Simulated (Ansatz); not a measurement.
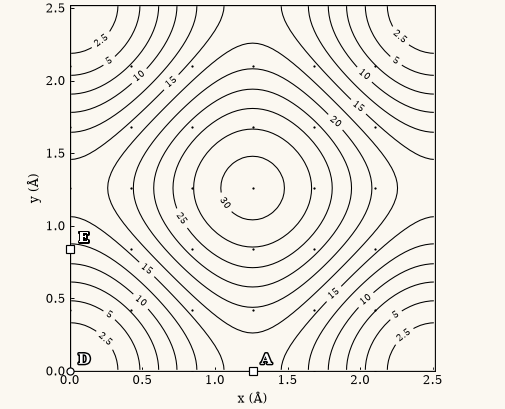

H on a Cu(100) slab cut from the Fm-3m phase, its upper half relaxed before the scan (12 atoms of substrate and one adsorbate in a 2 × 2 cell). H is moved over the surface cell at a fixed height above a rigid substrate; the origin of the map has the adsorbate above Cu9; the height is held at 3.10 Å. Places are given modulo a cell vector. The map is drawn in real space over the plane of the surface. Grid: 6 × 6 points; 10 points were computed and 26 follow by symmetry. Places are given in fractions of the 1 × 1 surface cell. Energies: meV, counted from the lowest grid point. The runs have no spin polarisation, so an open-shell adsorbate far from the surface lies too high. At a fixed height the lowest place need not be the adsorption site. All numbers below come from Ansatz, DFT PBE+D3(BJ), scalar-relativistic, plane waves, PAW. Settings: cutoff 420 eV, k-mesh 5×5×1, gaussian smearing 0.1 eV, no spin polarisation.

Drawn: contour lines labelled in meV, dots at the grid points, the outline of one cell of the plane, lettered points. Between grid points the surface is interpolated.

Q: Rank the lettered points by energy, lowest first.

A: D (0.0 meV), E (11.9 meV), A (16.0 meV).

Q: What kind of point is each of A, D: minimum, saddle, maximum or slope?

A: A: saddle point; D: minimum. (In these two coordinates alone; a stationary point may lie a little off the grid point.)

PAW datasets: the set soft_1.
